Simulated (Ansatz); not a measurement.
# CH₂AlO+ (SMILES [CH+]1[O][AlH]1): single points off equilibrium

The atoms stand at a structure displaced at random from a GFN2-xTB minimum. How far do the functionals agree with CCSD(T) there?

Computed with Ansatz 0.2.0, Gaussian basis. Level: single points in def2-TZVPP.

Cores are frozen in the correlated methods. B3LYP uses VWN-RPA correlation.

## Step 1: Starting geometry

SMILES `[CH+]1[O][AlH]1`, 5 atoms, charge 1, spin multiplicity 1.

Atoms are counted from 1 here; the program's logs count them from 0.

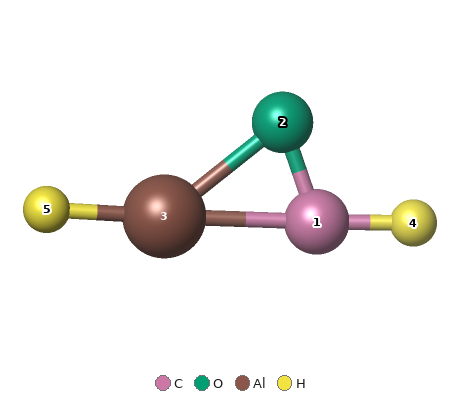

Start geometry, drawn with carbon pink, oxygen teal, aluminium brown, hydrogen yellow; atoms are numbered from 1 in the order of the file.

As a file:

```xyz
5

C    -0.57420   -0.83970   -0.11870
O    -0.35510   -0.19720    1.03930
Al    0.58710    0.71270   -0.38080
H    -1.33170   -1.80020    0.07090
H     1.45400    1.94560   -0.55460
```

## Step 2: CCSD(T)/def2-TZVPP

File run/in.yaml:

```yaml
crystal:
  periodic: [false, false, false]
  atoms:
    - {symbol: C, position_ang: [-0.574200, -0.839700, -0.118700]}
    - {symbol: O, position_ang: [-0.355100, -0.197200, 1.039300]}
    - {symbol: Al, position_ang: [0.587100, 0.712700, -0.380800]}
    - {symbol: H, position_ang: [-1.331700, -1.800200, 0.070900]}
    - {symbol: H, position_ang: [1.454000, 1.945600, -0.554600]}
basis:
  gaussian: {orbitals: def2-TZVPP}
total_charge: 1
correlation: {method: ccsd_t}
output: {forces: true}
```

No record of the launch command was kept for these runs.

## Step 3: PBE0-D4/def2-TZVPP

Changes to run/in.yaml since step 2:

```diff
@@ -11,3 +11,3 @@
 total_charge: 1
-correlation: {method: ccsd_t}
-output: {forces: true}
+hamiltonian: {xc: pbe0, dispersion: d4}
+output: {forces: true, orbitals: {seedname: orbitals}}
```

## Step 4: wB97M-V/def2-TZVPP

Changes to run/in.yaml since step 3:

```diff
@@ -11,3 +11,3 @@
 total_charge: 1
-hamiltonian: {xc: pbe0, dispersion: d4}
-output: {forces: true, orbitals: {seedname: orbitals}}
+hamiltonian: {xc: {name: wB97M-V}}
+output: {forces: true}
```

## Step 5: r2SCAN-D4/def2-TZVPP

Changes to run/in.yaml since step 4:

```diff
@@ -11,3 +11,3 @@
 total_charge: 1
-hamiltonian: {xc: {name: wB97M-V}}
+hamiltonian: {xc: r2scan, dispersion: d4}
 output: {forces: true}
```

## Step 6: PBE-D4/def2-TZVPP

Changes to run/in.yaml since step 5:

```diff
@@ -11,3 +11,3 @@
 total_charge: 1
-hamiltonian: {xc: r2scan, dispersion: d4}
+hamiltonian: {xc: pbe, dispersion: d4}
 output: {forces: true}
```

## Step 7: B3LYP-D4/def2-TZVPP

Changes to run/in.yaml since step 6:

```diff
@@ -11,3 +11,3 @@
 total_charge: 1
-hamiltonian: {xc: pbe, dispersion: d4}
+hamiltonian: {xc: {name: B3LYP}, dispersion: d4}
 output: {forces: true}
```

## Step 8: HSE06-D4/def2-TZVPP

Changes to run/in.yaml since step 7:

```diff
@@ -11,3 +11,3 @@
 total_charge: 1
-hamiltonian: {xc: {name: B3LYP}, dispersion: d4}
+hamiltonian: {xc: hse06, dispersion: d4}
 output: {forces: true}
```

(Steps that only read results are left out.)

What does the calculation give? Wanted: energy less free atoms, CCSD(T)/def2-TZVPP; RMS force component; RMS force error; HOMO and LUMO, PBE0-D4; T1 diagnostic.

**Answer**, as computed:

```
                                  quantity                                                                                             value
energy less free atoms, CCSD(T)/def2-TZVPP                                                                                         -9.042 eV
                       RMS force component                                                              1.529 to 1.888 eV/Å over the methods
                           RMS force error  PBE0-D4 0.389, wB97M-V 0.329, r2SCAN-D4 0.203, PBE-D4 0.179, B3LYP-D4 0.254, HSE06-D4 0.385 eV/Å
                    HOMO and LUMO, PBE0-D4                                                                               -14.11 and -8.63 eV
                             T1 diagnostic                                                                                             0.021
```

In words: Against CCSD(T) the functionals' energies less atoms differ by -1.021 to -0.231 eV, PBE-D4 by -1.021 eV. CCSD(T) in triple zeta still lacks some correlation energy of the bonds, so part of these gaps is its own basis error and they don't rank the functionals. For forces PBE-D4 does best and PBE0-D4 worst. Frozen-core CCSD(T) forces in triple zeta carry basis errors of their own, and this is one geometry, so small gaps rank nothing.
